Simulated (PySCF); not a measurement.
# NMR shielding calculation, with input and output: C3H7Al

C3H7Al, SMILES C=[CH][AlH][CH3], computed with GIAO CAM-B3LYP/pcSseg-1 NMR shielding, non-relativistic, gas phase (PySCF 2.14.0).

The geometry comes from this level: GFN2-xTB. It belongs to a series of runs on one base structure; here: CAM-B3LYP/pcSseg-1; guess vsap; conv 1e-08. Figures and captions count atoms from 1; the log counts them from 0 in places.

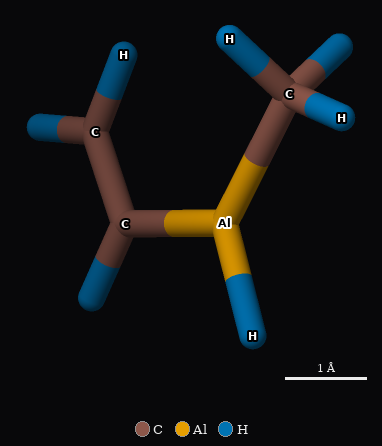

*The structure as given in the input (stick view, seen at a tilt). Sticks mark near contacts.*

Bond lengths as drawn: Al–C 1.98 to 1.99 Å, Al–H 1.55 Å, C–C 1.33 Å and C–H 1.08 to 1.10 Å.

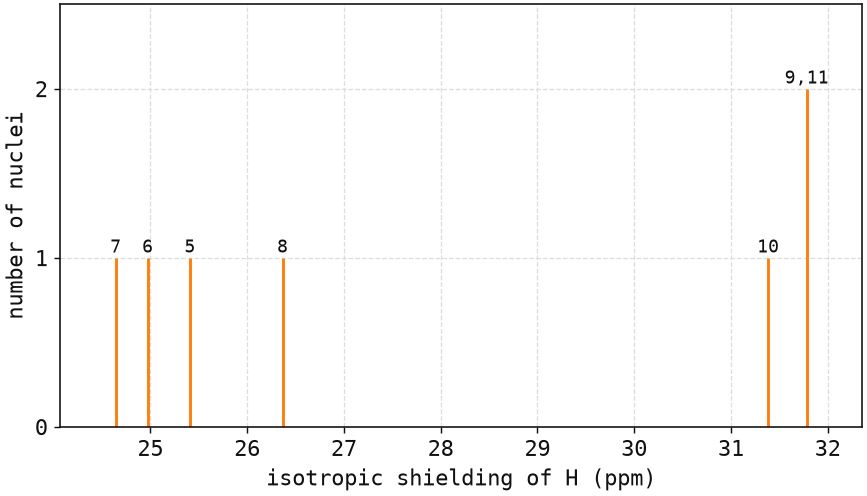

*Isotropic shieldings of the hydrogen nuclei in this fixed geometry, labelled by atom number; shielding grows to the right, so chemical shift grows to the left.*

The least shielded is H7 (24.6 ppm), the most shielded H11 (31.8 ppm).

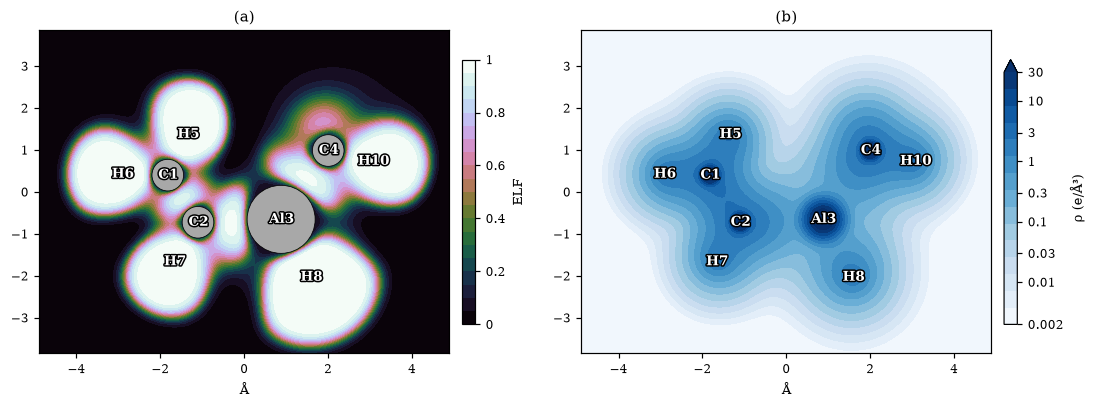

*(a) ELF; (b) total electron density on the plane of atoms Al3, C4 and H10. Grey discs, where drawn, cover atomic cores.*

C–C (1.33 Å): ρ at the midpoint is about 2.3 e/Å³; the ELF peaks at about 0.95 between the atoms; a double or triple bond. Al–H (1.55 Å): ρ is about 0.58 e/Å³ halfway; the ELF climbs to about 1 towards the hydrogen.

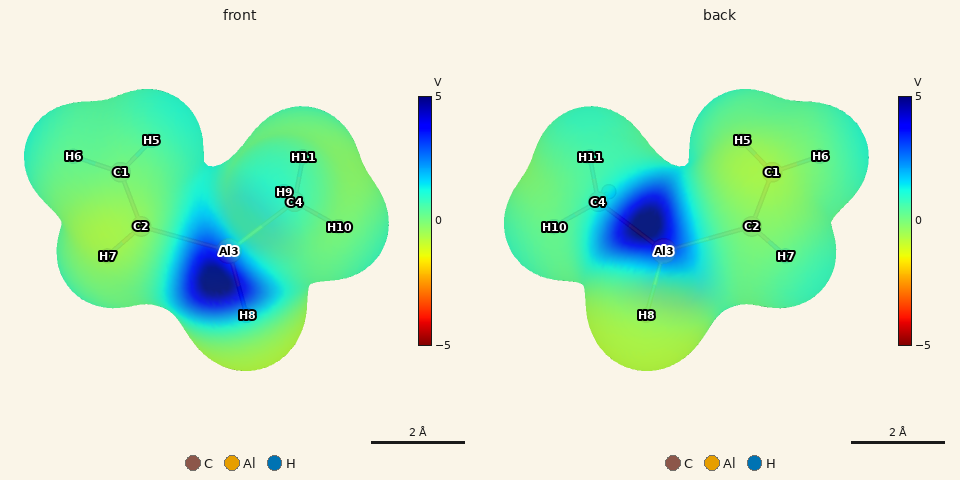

*The electrostatic potential painted on the density surface at 0.004 e/bohr³, seen at a tilt and from behind; the colour scale runs from red (negative) to blue (positive).*

The input that produced these results follows, with the program's output.

**Input**
```
{"job": {"kind": "nmr", "xc": "CAM-B3LYP", "basis": "pcSseg-1", "pop": false, "scf": {"guess": "vsap", "conv": 1e-08}}, "charge": 0, "multiplicity": 1}
C      1.985107    -0.081512     0.503344
C      1.256351    -0.986288    -0.153620
Al    -0.665865    -0.662831    -0.520151
C     -1.711908     0.945498     0.001312
H      1.545180     0.845341     0.849680
H      3.037070    -0.204007     0.732341
H      1.773781    -1.896917    -0.468754
H     -1.393479    -1.797284    -1.291544
H     -1.323438     1.874040    -0.433604
H     -2.753906     0.857643    -0.330096
H     -1.743468     1.108986     1.085129
```

The first line tells a small driver script what to run in PySCF; the rest is the geometry in Å.

Launched with:
```bash
OMP_NUM_THREADS=1 python <driver script> task.json out
```

**The program's output**
```
final grid: 83120 points
cycle   1  E = -360.0146581386  dE = -1.066e-01  |g| = 1.656e+00  |ddm| = 3.041e+00
cycle   2  E = -360.0832566756  dE = -6.860e-02  |g| = 1.823e+00  |ddm| = 2.602e+00
cycle   3  E = -360.8321547945  dE = -7.489e-01  |g| = 1.587e-01  |ddm| = 1.027e+00
cycle   4  E = -360.8361037230  dE = -3.949e-03  |g| = 1.058e-01  |ddm| = 1.742e-01
cycle   5  E = -360.8388760425  dE = -2.772e-03  |g| = 1.399e-02  |ddm| = 7.303e-02
cycle   6  E = -360.8389229170  dE = -4.687e-05  |g| = 5.770e-03  |ddm| = 1.743e-02
cycle   7  E = -360.8389325093  dE = -9.592e-06  |g| = 8.590e-04  |ddm| = 6.390e-03
cycle   8  E = -360.8389327819  dE = -2.726e-07  |g| = 2.504e-04  |ddm| = 1.229e-03
cycle   9  E = -360.8389328091  dE = -2.722e-08  |g| = 5.831e-05  |ddm| = 5.239e-04
cycle  10  E = -360.8389328106  dE = -1.548e-09  |g| = 1.307e-05  |ddm| = 1.157e-04
converged SCF energy = -360.8389328106

GIAO shielding tensors (ppm)
atom      isotropic    diamagn.    paramagn.     s11        s22        s33       span
  0 C       31.034     254.119    -223.085   -102.929     35.819    160.211    263.140
  1 C       25.299     257.583    -232.283   -106.782      5.958    176.723    283.505
  2 Al     279.725     796.602    -516.877    203.021    284.836    351.319    148.298
  3 C      194.621     250.491     -55.870    185.729    195.078    203.055     17.326
  4 H       25.409      33.279      -7.870     22.440     24.506     29.282      6.842
  5 H       24.972      28.823      -3.852     22.353     24.566     27.995      5.642
  6 H       24.642      30.081      -5.439     21.387     25.722     26.816      5.429
  7 H       26.366      29.462      -3.096     23.676     24.590     30.832      7.156
  8 H       31.782      30.746       1.036     27.509     29.057     38.782     11.274
  9 H       31.384      29.182       2.202     27.502     28.149     38.501     10.999
 10 H       31.782      30.751       1.031     27.508     29.057     38.782     11.274
```

**Key numbers**

- outcome: converged
- total energy: −360.838933 hartree
- HOMO: −9.25 eV
- LUMO: −0.41 eV
- dipole moment: 0.88 D
- isotropic shielding, C: 25.3 to 194.6 ppm
- isotropic shielding, Al: 279.7 ppm
- isotropic shielding, H: 24.6 to 31.8 ppm
- hardware: 1 CPU thread, shared host
- wall time: 6.3 s
- peak memory: 0.65 GiB

**Remarks**

Settings chosen away from the usual ones: CAM-B3LYP/pcSseg-1; guess vsap; conv 1e-08.
